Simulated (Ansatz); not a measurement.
# Si2W: shifting one sublattice

The task, for Si2W: measure how stiffly every W atom is held.

Program: Ansatz 0.2.0. Level of theory: DFT PBEsol, scalar-relativistic, plane waves, PAW. These are calculated values, not measurements.

1 further run of the same task is left out (set aside as unsound or not needed).

## 1. The structure to begin with

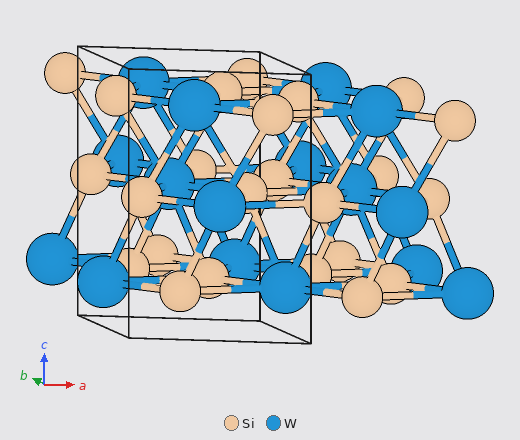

Start, viewed slightly off an axis; silicon light orange, tungsten blue. 2×2×1 cells are drawn. Atoms on the faces are drawn again on the opposite ones.

As a file:

```xyz
9
Lattice="4.5761 0.0000 0.0000 -2.2880 3.9630 0.0000 0.0000 0.0000 6.6033" Properties=species:S:1:pos:R:3 pbc="T T T"
Si    2.2880    2.6646    3.3017
Si   -1.1636    3.3138    5.5028
Si    1.1636    3.3138    1.1006
Si    0.0000    1.2984    3.3017
Si    3.4516    0.6492    5.5028
Si    1.1245    0.6492    1.1006
W    -1.1440    1.9815    1.1006
W     1.1440    1.9815    5.5028
W     2.2880    0.0000    3.3017
```

It goes back to an entry of the Materials Project, which need not be the stable form.

It is the result of an earlier relaxation at this level (volume 13.31 Å³/atom; gap on the mesh: none (metal)).

## 2. The reference cell

Reference values: F = -34502.0872 eV; pressure -0.01 GPa; largest force 0.004 eV/Å; gap on the mesh none (metal). It was computed beforehand with the settings of the runs below.

## 3. Next: shifting one sublattice

Every W atom is moved by x along the Cartesian unit vector (0.707, 0.707, 0.000); the cell and all other atoms stay fixed. Forces below are components along that vector, summed over the moved atoms.

## 4. Point x = -0.500 Å

input.yaml

```yaml
crystal:
  lattice:
    - [4.5760866017, 0.0, 0.0]
    - [-2.2880433009, 3.963007247, 0.0]
    - [0.0, 0.0, 6.6033074698]
  atoms:
    - { symbol: Si, position: [0.8361793875, 0.6723587749, 0.5] }
    - { symbol: Si, position: [0.1638206125, 0.8361793875, 0.8333333333] }
    - { symbol: Si, position: [0.6723587749, 0.8361793875, 0.1666666667] }
    - { symbol: Si, position: [0.1638206125, 0.3276412251, 0.5] }
    - { symbol: Si, position: [0.8361793875, 0.1638206125, 0.8333333333] }
    - { symbol: Si, position: [0.3276412251, 0.1638206125, 0.1666666667] }
    - { symbol: W, position: [-0.1218677845, 0.4107865899, 0.1666666667] }
    - { symbol: W, position: [0.3781322155, 0.4107865899, 0.8333333333] }
    - { symbol: W, position: [0.3781322155, -0.0892134101, 0.5] }
basis:
  ecutwfc: 420
kpoints:
  mp_grid: { grid: [12, 12, 6] }
hamiltonian:
  xc: pbesol
scf:
  occupations: { method: gaussian, width: 0.15 }
output:
  forces: true
  stress: true
  eigenvalues: true
```

The run is started by

```sh
> ansatz run input.yaml --threads 2 --pin off --max-ram 5120MiB --backend cpu --events-out ev --progress --plain --runs-dir out
```

Output, cut to the lines that bear on the results:

```text
Warning: RAYON_NUM_THREADS=2 ignored (pool sized by the plan → 2); use --threads N
[...]
Pseudopotentials: kind: paw
Pseudopotential: Si, paw, valence charge 4, recommended cutoff 420 eV (normal), Si.paw.azcp
Pseudopotential: W, paw, valence charge 14, recommended cutoff 420 eV (normal), W.paw.azcp
Functional definition: PBEsol
[...]
Crystal: 9 atoms, lattice volume = 119.751 Å³
Basis set: ecut = 420 eV, 2333 PW (Γ), exchange–correlation on 64×64×90 points (8 copies of the dense FFT grid, shifted against one another)
Bands: 42, of which v1, the nominal top of the filled ones, is band 33 counted from 1 (32 counted from 0)
Symmetry: 1 space group operations
Space group: P1 (ITA 1), of the structure as read, at distance tolerance 4.9e-5 Å
k-points: 436 of 864 (time reversal used)
[...]
SCF iter   1: F=—  HF=-34496.678159 eV  |F-HF|=—  |Δ(HF+E_count)|=         —  Δρ=9.44e-3  dr2=1.62e-1  ethr=1.77e-3  ⟨swp⟩=6.4  Hψ=82074  notcnv=0
[...]
SCF iter   6: F=-34496.642995 eV  HF=-34496.642995 eV  |F-HF|=4.25e-8  |Δ(HF+E_count)|=   2.01e-7  Δρ=4.14e-6  dr2=5.12e-8  ethr=1.52e-10  ⟨swp⟩=10.9  Hψ=89880  notcnv=0
[...]
SCF converged after 6 iterations
Free energy (F): -34496.642995 eV
[...]
E sigma→0 (E₀):  -34496.639659 eV
Entropy (-TS):   -0.006672 eV (-0.741 meV/atom)
Fermi energy:    17.031350 eV
[...]
--- Forces (eV/Å), atoms counted from 1 ---
  atom   1  Si    -5.64620464    -3.04326179     0.68170101
  atom   2  Si    -0.84795291    -3.13750975     2.04712012
  atom   3  Si    -0.64289198    -2.85394887    -0.21055698
  atom   4  Si    -1.04680532    -2.36270002    -1.79198719
  atom   5  Si    -5.51600365    -3.43787802    -1.40835248
  atom   6  Si    -4.60869085    -2.81983592     0.69445955
  atom   7  W      5.02074593     5.68416926     0.36173740
  atom   8  W      6.38314311     6.82098262     0.37284859
[...]
--- Stress (GPa, compression-positive) ---
       32.286133      12.629871       0.689263
       12.629871      26.481175      -0.659706
        0.689264      -0.659706       9.650486
  P = ⅓ Tr σ = 22.8059 GPa (228.059 kbar)
--- Band table (eV; the first three rows and the last of 436) ---
[...]
```

Run time: 77 s. Hardware: 2 threads of Intel Xeon Platinum 8175M at 2.50GHz (Skylake/Cascade Lake), shared host; peak memory 1.6 GiB.

## 5. Point x = 0.375 Å

Edit input.yaml of step 4 so:

```diff
@@ -12,5 +12,5 @@
     - { symbol: Si, position: [0.3276412251, 0.1638206125, 0.1666666667] }
-    - { symbol: W, position: [-0.1218677845, 0.4107865899, 0.1666666667] }
-    - { symbol: W, position: [0.3781322155, 0.4107865899, 0.8333333333] }
-    - { symbol: W, position: [0.3781322155, -0.0892134101, 0.5] }
+    - { symbol: W, position: [0.0914008384, 0.5669100575, 0.1666666667] }
+    - { symbol: W, position: [0.5914008384, 0.5669100575, 0.8333333333] }
+    - { symbol: W, position: [0.5914008384, 0.0669100575, 0.5] }
 basis:
@@ -27 +27,5 @@
   eigenvalues: true
+  write_density: true
+  write_potential: true
+  elf: true
+  volumetric_format: npy
```

The run is started by

```sh
> ansatz run input.yaml --threads 2 --pin off --max-ram 5120MiB --backend cpu --events-out ev --progress --plain --runs-dir out
```

Output:

```text
Warning: RAYON_NUM_THREADS=2 ignored (pool sized by the plan → 2); use --threads N
Engine: ansatz 0.2.0, x86_64-unknown-linux-gnu
[... 4 set-up lines as earlier in the session ...]
  exchange = pbesol_x
  correlation = pbesol_c
Crystal: 9 atoms, lattice volume = 119.751 Å³
Basis set: ecut = 420 eV, 2333 PW (Γ), exchange–correlation on 64×64×90 points (8 copies of the dense FFT grid, shifted against one another)
Bands: 42, of which v1, the nominal top of the filled ones, is band 33 counted from 1 (32 counted from 0)
[... 2 set-up lines as earlier in the session ...]
k-points: 436 of 864 (time reversal used)
Non-local potential: Si, projectors of the file, l = 0: 2, l = 1: 2, l = 2: 2
Non-local potential: W, projectors of the file, l = 0: 3, l = 1: 2, l = 2: 2, l = 3: 1
PAW form: soft (Blöchl's): semilocal exchange-correlation on the pseudo side does not see the compensation charge
PAW frozen core: Si, regenerated for the run's functional, and the local potential with it (the file was generated under x = pbe(κ = 0.804, μ = 0.2195149727645171), c = pbe(β = 0.06672455060314922))
PAW frozen core: W, regenerated for the run's functional, and the local potential with it (the file was generated under x = pbe(κ = 0.804, μ = 0.2195149727645171), c = pbe(β = 0.06672455060314922))
PAW one-centre angular grid: Si, 110 points (default); XC on 64 Gauss nodes
PAW one-centre angular grid: W, 590 points (default); XC on 64 Gauss nodes
Initial density: superposition of atomic densities (neutral atoms: chi_scale 0, normalization atom), corrected by the library's trained network
Initial wavefunctions: pseudopotential atomic-orbital guess
Functional: x = pbesol(κ = 0.804, μ = 0.12345679012345678), c = pbesol(β = 0.046)
SCF iter   1: F=—  HF=-34499.281164 eV  |F-HF|=—  |Δ(HF+E_count)|=         —  Δρ=9.19e-3  dr2=1.43e-1  ethr=1.77e-3  ⟨swp⟩=6.4  Hψ=82422  notcnv=0
preconditioner: auto → Kerker (q_TF=auto, 2.470 Å⁻¹)  [metal: Δε(μ)=0.106 eV  Ē_g=7.544 eV  σ=0.150 eV  W_gap=0.34  n_scr=22 (ndim 8)  ℏωp=22.0 eV  f_vac=0.000  D(μ)=0.35/eV (n_scr^D=0)]
SCF iter   2: F=—  HF=-34499.257486 eV  |F-HF|=—  |Δ(HF+E_count)|=   2.37e-2  Δρ=4.74e-3  dr2=3.49e-2  ethr=2.17e-4  ⟨swp⟩=1.0  Hψ=21812  notcnv=0
SCF iter   3: F=—  HF=-34499.250470 eV  |F-HF|=—  |Δ(HF+E_count)|=   7.02e-3  Δρ=5.72e-4  dr2=3.41e-4  ethr=5.29e-5  ⟨swp⟩=2.0  Hψ=23394  notcnv=0
SCF iter   4: F=—  HF=-34499.250404 eV  |F-HF|=—  |Δ(HF+E_count)|=   6.56e-5  Δρ=8.56e-5  dr2=9.38e-6  ethr=5.17e-7  ⟨swp⟩=2.2  Hψ=27286  notcnv=0
SCF iter   5: F=—  HF=-34499.250328 eV  |F-HF|=—  |Δ(HF+E_count)|=   7.56e-5  Δρ=1.68e-5  dr2=4.94e-7  ethr=1.42e-8  ⟨swp⟩=2.7  Hψ=30411  notcnv=0
SCF iter   6: F=-34499.250328 eV  HF=-34499.250328 eV  |F-HF|=1.60e-8  |Δ(HF+E_count)|=   1.22e-7  Δρ=3.03e-6  dr2=2.09e-8  ethr=1.52e-10  ⟨swp⟩=14.9  Hψ=137455  notcnv=0
SCF 1 converged in 6 iterations: F = -34499.250328 eV  dr2 = 2.09e-8
SCF converged after 6 iterations
Free energy (F): -34499.250328 eV
Harris-Foulkes:  -34499.250328 eV  (|F-HF|=1.60e-8)
Internal energy: -34499.245413 eV  (E = F + TS)
E sigma→0 (E₀):  -34499.247870 eV
Entropy (-TS):   -0.004915 eV (-0.546 meV/atom)
Fermi energy:    17.218186 eV
--- Per-component energies (eV) ---
  E_band       = -230.832205
  E_kinetic    = 1639.837541
  E_local      = -2897.048780  (includes V_loc(G=0)·N_el)
  E_nonlocal   = 166.299078
  E_hartree    = 1141.226486
  E_xc         = -1143.016636
  E_vxc        = -1022.043211  (∫ρ·V_xc dr)
  E_paw        = -28304.630257  (= ΣΔE_a)
  E_vpaw       = -400.327811  (= ΣTr[D̂ρ^β])
  E_aug_tail   = -0.000150  (compensation charges beyond the density's cutoff)
  E_ewald      = -5102.767436
  E_core_change = 0.854740  (= ΣΔE_core)
  E_smearing   = -0.004915  (= −TS)
  E_closure    = 0.000000  (closes the sum)
  Σ components = -34499.250328   (vs F -34499.250328, Δ=0.00e0)
--- Forces (eV/Å), atoms counted from 1 ---
  atom   1  Si     1.00994313     1.63010265    -1.33716258
  atom   2  Si     3.23415955     2.26387218    -1.19187700
  atom   3  Si     2.68138300     1.82150325     0.51680856
  atom   4  Si     3.35056924     1.92509290     0.64903999
  atom   5  Si     0.90405811     2.15376061     1.56792160
  atom   6  Si     0.70079814     1.92750774    -0.20163362
  atom   7  W     -3.12689845    -3.73724945     0.20773429
  atom   8  W     -4.16996239    -4.64337120     0.21005385
  atom   9  W     -4.58408505    -3.34125263    -0.42088429
  max |Σ_I F_I| component: 3.47e-5 eV/Å
--- Stress (GPa, compression-positive) ---
       17.032305       7.179035      -0.571051
        7.179035      15.221558       0.557303
       -0.571051       0.557303       5.652808
  P = ⅓ Tr σ = 12.6356 GPa (126.356 kbar)
--- Band table (eV; the first three rows and the last of 436) ---
  k-point 0: bands = ["-56.6798", "-56.6580", "-56.6377", "-21.1924", "-21.1605", "-21.1360", "-21.1197", "-21.1101", "-21.0410", "-21.0279", "-21.0038", "-20.9550", "2.6728", "5.9172", "5.9626", "9.4455", "9.9438", "10.0554", "11.1914", "11.3079", "11.6706", "12.0073", "12.0380", "12.2750", "12.9975", "13.1999", "14.0089", "14.0603", "14.2023", "14.2154", "14.5327", "14.9340", "16.2826", "19.0242", "19.0790", "19.1365", "19.4847", "19.5611", "19.9854", "20.2760", "20.3033", "20.5577"]
  k-point 1: bands = ["-56.6797", "-56.6582", "-56.6376", "-21.1911", "-21.1657", "-21.1423", "-21.1210", "-21.0909", "-21.0418", "-21.0361", "-20.9982", "-20.9594", "2.7805", "5.0846", "6.7739", "9.5166", "9.9099", "10.3253", "10.9939", "11.0542", "11.5719", "11.7113", "12.0058", "12.1032", "13.2436", "13.4672", "13.7498", "14.2258", "14.3026", "14.4788", "14.5308", "14.9674", "16.5663", "18.6623", "19.0805", "19.1680", "19.5141", "19.6988", "19.8665", "20.1011", "20.3883", "20.7330"]
  k-point 2: bands = ["-56.6795", "-56.6586", "-56.6374", "-21.1912", "-21.1695", "-21.1490", "-21.1207", "-21.0645", "-21.0468", "-21.0392", "-20.9996", "-20.9661", "3.0985", "4.2873", "7.4901", "9.7004", "10.0522", "10.1096", "10.8272", "11.0073", "11.1048", "11.5289", "11.9128", "12.1518", "13.2871", "13.3577", "13.6444", "14.0256", "14.5082", "14.8217", "14.9505", "15.4296", "16.8641", "18.6007", "19.0299", "19.3830", "19.4619", "19.6119", "19.9076", "20.1092", "20.4897", "20.5790"]
  k-point 435: bands = ["-56.6789", "-56.6573", "-56.6390", "-21.2046", "-21.1811", "-21.1646", "-21.1236", "-21.0808", "-21.0590", "-21.0295", "-20.9842", "-20.9466", "5.5645", "5.7281", "6.0386", "6.4655", "8.5262", "9.5942", "10.5573", "10.8977", "11.2841", "12.1267", "12.3537", "12.9526", "13.3926", "13.5136", "13.6621", "13.9562", "14.3955", "14.5862", "14.9880", "16.1698", "17.2523", "17.9003", "18.4496", "18.5168", "19.1910", "19.2739", "19.4502", "19.8147", "20.3859", "20.6123"]
```

Wall time 1.8 min (2 threads of Intel Xeon Platinum 8175M at 2.50GHz (Skylake/Cascade Lake), shared host); peak memory 1.6 GiB.

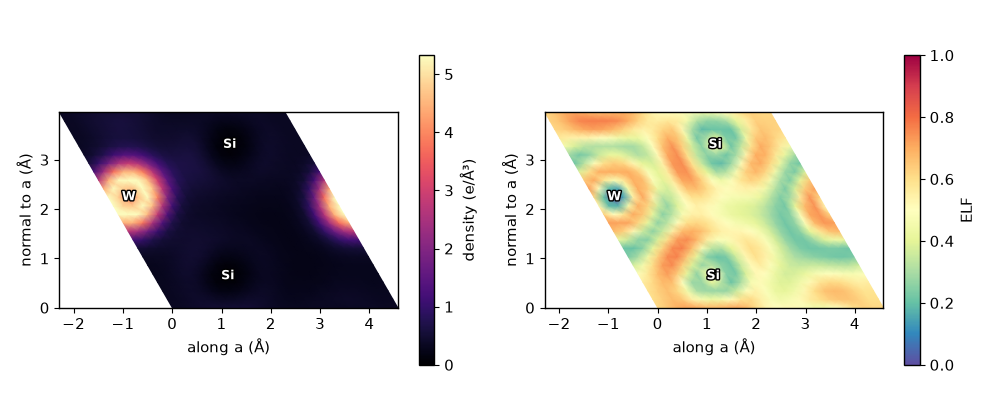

Density (left) and ELF (right) in a lattice plane of the grid's cell (edges 4.58 and 4.58 Å, at 0.167 of the third edge), which holds Si and W. Only atoms in the plane are labelled. Both are smooth fields of the valence electrons: close to the nuclei they are not physical.

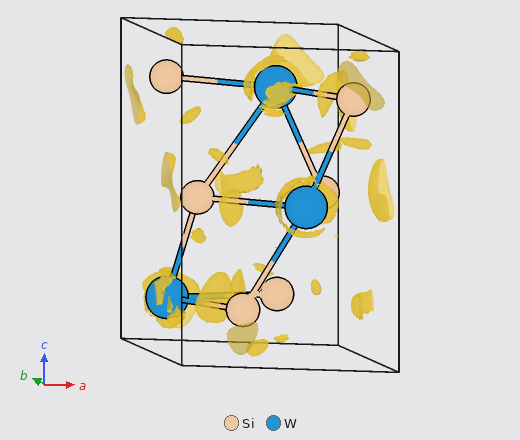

Surface of ELF = 0.72, drawn in one cell.

Maxima of ELF outside the ion cores: 0.79 on the Si–W line, 0.9 Å from Si; 0.78 beside Si, off the lines to its neighbours, 0.9 Å from Si.

## 6. x = -0.250 Å

Edit input.yaml of step 5 so:

```diff
@@ -12,5 +12,5 @@
     - { symbol: Si, position: [0.3276412251, 0.1638206125, 0.1666666667] }
-    - { symbol: W, position: [0.0914008384, 0.5669100575, 0.1666666667] }
-    - { symbol: W, position: [0.5914008384, 0.5669100575, 0.8333333333] }
-    - { symbol: W, position: [0.5914008384, 0.0669100575, 0.5] }
+    - { symbol: W, position: [-0.0609338922, 0.455393295, 0.1666666667] }
+    - { symbol: W, position: [0.4390661078, 0.455393295, 0.8333333333] }
+    - { symbol: W, position: [0.4390661078, -0.044606705, 0.5] }
 basis:
@@ -27,5 +27 @@
   eigenvalues: true
-  write_density: true
-  write_potential: true
-  elf: true
-  volumetric_format: npy
```

The run is started by

```sh
> ansatz run input.yaml --threads 2 --pin off --max-ram 5120MiB --backend cpu --events-out ev --progress --plain --runs-dir out
```

Output, cut to the lines that bear on the results:

```text
Warning: RAYON_NUM_THREADS=2 ignored (pool sized by the plan → 2); use --threads N
[...]
[... 4 set-up lines as earlier in the session ...]
[...]
Crystal: 9 atoms, lattice volume = 119.751 Å³
Basis set: ecut = 420 eV, 2333 PW (Γ), exchange–correlation on 64×64×90 points (8 copies of the dense FFT grid, shifted against one another)
Bands: 42, of which v1, the nominal top of the filled ones, is band 33 counted from 1 (32 counted from 0)
[... 2 set-up lines as earlier in the session ...]
k-points: 436 of 864 (time reversal used)
[...]
SCF converged after 6 iterations
Free energy (F): -34500.899604 eV
[...]
E sigma→0 (E₀):  -34500.897732 eV
Entropy (-TS):   -0.003744 eV (-0.416 meV/atom)
Fermi energy:    17.360325 eV
[...]
--- Forces (eV/Å), atoms counted from 1 ---
  atom   1  Si    -1.78162693    -1.10731078     0.53029374
  atom   2  Si    -0.75876160    -1.32132527     1.04616845
  atom   3  Si    -0.60113556    -1.16120786    -0.17318380
  atom   4  Si    -0.81810438    -1.00997006    -0.86203710
  atom   5  Si    -1.69882510    -1.35423085    -0.87295160
  atom   6  Si    -1.40784283    -1.08982218     0.33203272
  atom   7  W      1.80302946     2.22089466     0.09276989
  atom   8  W      2.49530481     2.86062832     0.09285036
[...]
--- Stress (GPa, compression-positive) ---
        7.259329       3.250612       0.418156
        3.250612       6.902388      -0.414986
        0.418156      -0.414986       2.547008
  P = ⅓ Tr σ = 5.5696 GPa (55.696 kbar)
--- Band table (eV; the first three rows and the last of 436) ---
[...]
```

It took 76 s on 2 threads of Intel Xeon Platinum 8175M at 2.50GHz (Skylake/Cascade Lake), shared host; peak memory 1.6 GiB.

## 7. Results of the scan

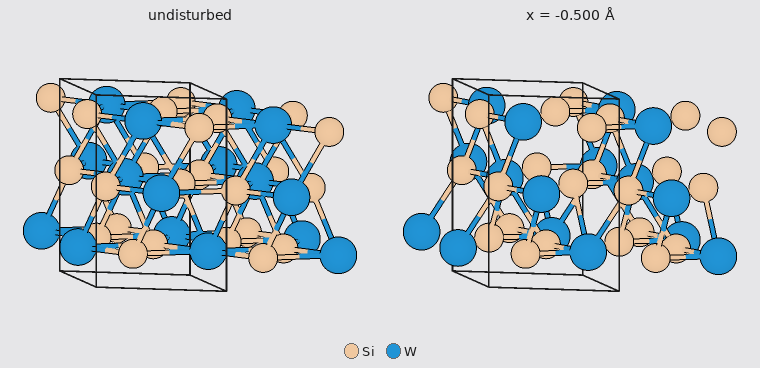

The undisturbed cell and the costliest point of the scan, at one scale, with neighbouring cells.

Collected from the runs (energy zero: the undisturbed cell):

```csv
x (Å),ΔE (meV/cell),force on the moved atoms (eV/Å),pressure (GPa)
-0.500,5444.2,25.430,22.8
-0.250,1187.6,9.977,5.6
0.000,0.0,0.000,0.0
0.375,2836.9,-16.690,12.6
```

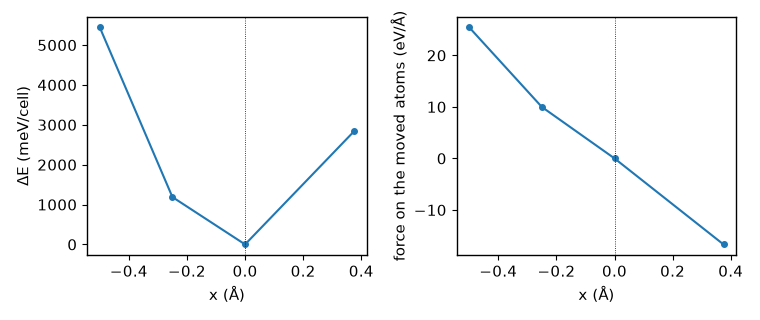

ΔE and force on the moved atoms along the scan.

## 8. Outcome

```
                                                        quantity                                       value
force constant along x, from the points at -0.250, 0 and 0.375 Å  41.75 eV/Å² for the 3 moved atoms together
```

Near the site the force constant is 41.75 eV/Å² for the 3 atoms together, 13.92 on average. The step of 0.38 Å is wide, so anharmonic terms mix in. No sampled point lies below the undisturbed cell. Spin-orbit coupling is left out for W.
